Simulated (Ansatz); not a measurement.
Consider SiC (space group P6_3mc, No. 186; a = 3.0585 Å, c = 10.0120 Å). Axes: x lies along a and z along c of the hexagonal cell.

One thing is altered: the cell is stretched by 1.50 % along z with no lateral relaxation; the atoms relax in the strained cell.

Computed with Kohn–Sham DFT with the LDA functional, run in Ansatz (an electronic-structure program) with PAW and 420 eV plane waves, no spin-orbit coupling.

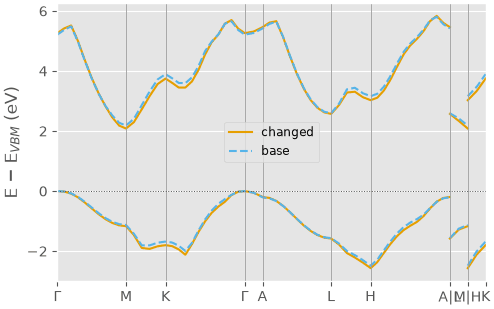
*Highest valence and lowest conduction band along the path, each from its own valence-band maximum*

Question: From the figure, how large is the changed gap, and is it direct?

Answer: About 2.1 eV, indirect, Γ → M.

No phonon test of stability was made.
